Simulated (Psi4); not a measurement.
# InNH2Cl (SMILES [NH2][In][Cl]) at U-wB97M-V/def2-SVP (core potential)

What is the vertical ionisation energy of InNH2Cl at U-wB97M-V/def2-SVP (core potential)? 

The results are computed with Psi4 1.11.

### 1 The molecule

The species is InNH2Cl (5 atoms), meant as a doublet with charge 0. As SMILES, `[NH2][In][Cl]`. Geometry: relaxed at PBE0-D4/def2-TZVP. This is one conformer, not always the lowest.

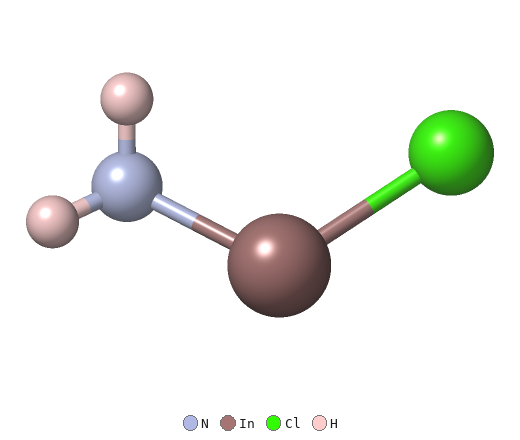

The structure, seen from a chosen angle (nitrogen light blue, indium brown, chlorine green, hydrogen pink).

### 2 The energy at U-wB97M-V/def2-SVP (core potential)

File clh2inn.xyz:

```xyz
5
ClH2InN
N     -0.142600     0.808600    -0.493900
In    -0.411600    -1.217800    -0.153300
Cl     1.391500    -2.211500     1.018700
H     -0.999700     1.283800    -0.756700
H      0.212300     1.263200     0.343800
```

File clh2inn.py:

```python
import psi4

psi4.set_memory(2200000000)
psi4.set_num_threads(1)
psi4.set_output_file('clh2inn.out', False)

with open('clh2inn.xyz') as f:
    atoms = ''.join(f.readlines()[2:])
m = psi4.geometry('0 2\n' + atoms + 'symmetry c1')

psi4.set_options({
    'basis': 'def2-SVP',
    'reference': 'uks',
    'puream': True,
    'e_convergence': 1e-09,
    'd_convergence': 1e-08,
    'scf_type': 'pk',
    'dft_radial_points': 99,
    'dft_spherical_points': 590,
    'maxiter': 100,
})

E = psi4.energy('WB97M-V')
print(f'total energy {E:.8f} hartree = {E * 27.211386:.5f} eV')
```

Started as:

```bash
python clh2inn.py
```

clh2inn.out:

```text
[...]
    !!!  WARNING: ECP capability is in beta. Please check occupations closely.  !!!
[...]
  Running in c1 symmetry.
[...]
  Nuclear repulsion =  154.716518533842446
[...]
  Multiplicity = 2
[...]
  Nalpha       = 24
  Nbeta        = 23
[...]
    Number of basis functions: 68
[...]
   @UKS iter   1:  -705.75451483500399   -1.22479e+00   1.07070e-02 ADIIS/DIIS
[...]
   @UKS iter  16:  -706.02996119868362   -1.13687e-12   3.27599e-09 DIIS
[...]
   @S^2 Observed:                7.575659986E-01
[...]
    Orbital Energies [Eh]
    ---------------------
    Alpha Occupied:
       1A   -101.799589     2A    -14.510952     3A     -9.599240
       4A     -7.309423     5A     -7.303525     6A     -7.303310
       7A     -4.834591     8A     -3.232084     9A     -3.227396
      10A     -3.224021    11A     -0.960061    12A     -0.921204
      13A     -0.893919    14A     -0.891851    15A     -0.891486
      16A     -0.879346    17A     -0.859089    18A     -0.576214
      19A     -0.528902    20A     -0.439889    21A     -0.395966
      22A     -0.391138    23A     -0.374638    24A     -0.304581
    Alpha Virtual:
      25A      0.011188    26A      0.073659    27A      0.076455
[...]
  @UKS Final Energy:  -706.02996119868362
   => Energetics <=
    Nuclear Repulsion Energy =            154.7165185338424465
    One-Electron Energy =               -1354.7848587178714297
    Two-Electron Energy =                 532.6598279315527407
    DFT Exchange-Correlation Energy =     -38.8085287108284547
    Empirical Dispersion Energy =           0.0000000000000000
    VV10 Nonlocal Energy =                  0.1870797646210745
    Total Energy =                       -706.0299611986836226
[...]
 Multipole Moments:
 ------------------------------------------------------------------------------------
     Multipole            Electronic (a.u.)      Nuclear  (a.u.)        Total (a.u.)
 ------------------------------------------------------------------------------------
 L = 1.  Multiply by 2.5417464519 to convert [e a0] to [Debye]
 Dipole X            :        -26.8882659           25.7573826           -1.1308833
 Dipole Y            :         -4.4462373            5.0215680            0.5753307
 Dipole Z            :        -13.8301530           13.6131492           -0.2170038
 Magnitude           :                                                    1.2872424
[...]
```

Standard output:

```text
total energy -706.02996120 hartree = -19212.05380 eV
```

Wall time 3.1 min (1 thread of Intel Xeon at 2.50GHz (Skylake/Cascade Lake), shared host); peak memory 1.4 GiB.

### 3 The singlet cation

File input.in:

```
memory 2200 mb

molecule molecule1 {
  1 1
  N
  In 1 R2
  Cl 2 R3 1 A3
  H 1 R4 2 A4 3 D4
  H 1 R5 4 A5 2 D5

  R2 = 2.072358
  R3 = 2.369007
  A3 = 113.1207
  R4 = 1.014642
  A4 = 113.009
  D4 = -164.07964
  R5 = 1.017033
  A5 = 107.38364
  D5 = -121.86895
  symmetry c1
  no_reorient
  no_com
}

set {
  basis                def2-SVP
  puream               true
  e_convergence        1e-09
  d_convergence        1e-08
  scf_type             pk
  dft_radial_points    99
  dft_spherical_points 590
}

e_tot, wfn = energy('wb97m-v', return_wfn=True)
print_variables()
```

Started as:

```bash
psi4 -n 1 input.in input.out
```

input.out:

```text
[...]
    !!!  WARNING: ECP capability is in beta. Please check occupations closely.  !!!
[...]
  Running in c1 symmetry.
[...]
  Nuclear repulsion =  154.716506523154180
[...]
  Multiplicity = 1
[...]
  Nalpha       = 23
  Nbeta        = 23
[...]
    Number of basis functions: 68
[...]
   @RKS iter   1:  -705.42447932688719   -8.77779e-01   1.01562e-02 ADIIS/DIIS
[...]
   @RKS iter  15:  -705.71968213139144   -8.18545e-12   7.79733e-09 DIIS
[...]
    Orbital Energies [Eh]
    ---------------------
    Doubly Occupied:
       1A   -102.035019     2A    -14.752208     3A     -9.832687
       4A     -7.544135     5A     -7.535881     6A     -7.535638
       7A     -5.106247     8A     -3.502749     9A     -3.501125
      10A     -3.494529    11A     -1.198243    12A     -1.174708
      13A     -1.164482    14A     -1.163157    15A     -1.158913
      16A     -1.131488    17A     -1.091922    18A     -0.794849
      19A     -0.745526    20A     -0.651111    21A     -0.605545
      22A     -0.601650    23A     -0.582619
[...]
  @RKS Final Energy:  -705.71968213139144
   => Energetics <=
    Nuclear Repulsion Energy =            154.7165065231541803
    One-Electron Energy =               -1343.2968254235543100
    Two-Electron Energy =                 521.3326972174561433
    DFT Exchange-Correlation Energy =     -38.6569440629554180
    Empirical Dispersion Energy =           0.0000000000000000
    VV10 Nonlocal Energy =                  0.1848836145078630
    Total Energy =                       -705.7196821313914370
[...]
 Multipole Moments:
 ------------------------------------------------------------------------------------
     Multipole            Electronic (a.u.)      Nuclear  (a.u.)        Total (a.u.)
 ------------------------------------------------------------------------------------
 L = 1.  Multiply by 2.5417464519 to convert [e a0] to [Debye]
 Dipole X            :         -0.8411182            1.2383142            0.3971960
 Dipole Y            :         30.6253309          -28.9179590            1.7073719
 Dipole Z            :          5.4793088           -6.0162438           -0.5369350
 Magnitude           :                                                    1.8333529
[...]
```

Wall time 2.6 min (1 thread of Intel Xeon at 2.50GHz (Skylake/Cascade Lake), shared host); peak memory 1.4 GiB.

### 4 Results

At U-wB97M-V/def2-SVP (core potential):

| quantity | value |
| --- | --- |
| doublet InNH2Cl: total energy | -706.02996 Eh |
| doublet InNH2Cl: dipole moment | 3.27 D |
| doublet InNH2Cl: HOMO energy (highest over α and β) | -8.29 eV |
| doublet InNH2Cl: LUMO energy (lowest over α and β) | -1.83 eV |
| doublet InNH2Cl: ⟨S²⟩ | 0.758 |
| singlet cation: total energy | -705.71968 Eh |
| singlet cation: HOMO energy | -15.85 eV |
| singlet cation: LUMO energy | -8.62 eV |
| singlet cation: HOMO–LUMO gap | 7.24 eV |
| vertical ionisation energy (to the singlet cation) | 8.443 eV |

What this shows: The vertical ionisation energy comes to 8.44 eV (815 kJ/mol). Only the singlet of the ionised species was computed; a triplet could lie lower.
